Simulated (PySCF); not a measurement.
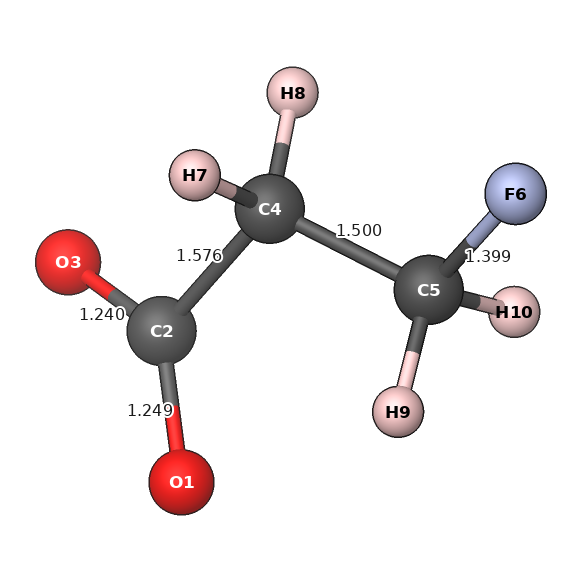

The numbers beside the sticks are distances in Å. Sticks don't show bond order. Charge −1, singlet. The geometry was computed by an optimisation with PBE0-D3(BJ)/def2-SVP. No frequency run is at hand to confirm it as a minimum.

**Which of the marked bonds are single, double, triple or aromatic?**

O1–C2 delocalised (between two orders); C2–O3 delocalised (between two orders); C2–C4 single; C4–C5 single; C5–F6 single. This is one Lewis structure.

**Give the structure as SMILES.**

O=C([O-])CCF
